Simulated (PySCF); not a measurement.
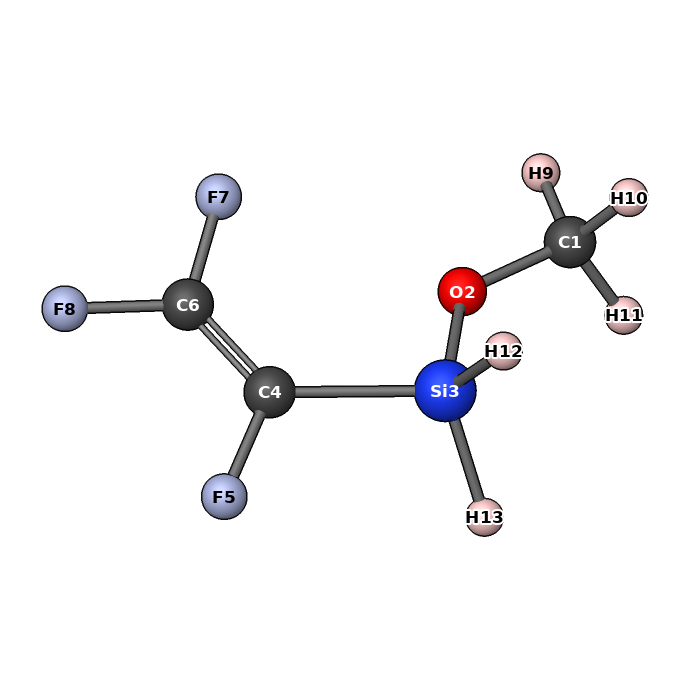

The questions are on isotropic NMR shieldings of the H atoms. Computed geometry: GFN2-xTB optimisation. No frequency run is at hand to confirm it as a minimum. Level of theory: GIAO PBE0/pcSseg-1 NMR shielding, non-relativistic, gas phase (PySCF 2.14.0).

Question: Which H atom is the most shielded (lowest chemical shift)?

Answer: H10 (27.93 ppm).

Question: Which H atom is the least shielded (highest chemical shift)?

Answer: H12 (26.41 ppm).

Question: How wide is the range of H shifts?

Answer: 1.52 ppm.

List the isotropic NMR shieldings of the H atoms.

```tsv
atom	σ (ppm)
H9	27.58
H10	27.93
H11	27.87
H12	26.41
H13	26.58
```

The geometry is semi-empirical. Around Si such bond lengths and angles can be off by a tenth of an ångström or more and by several degrees, and values that hang on the shape move with them.
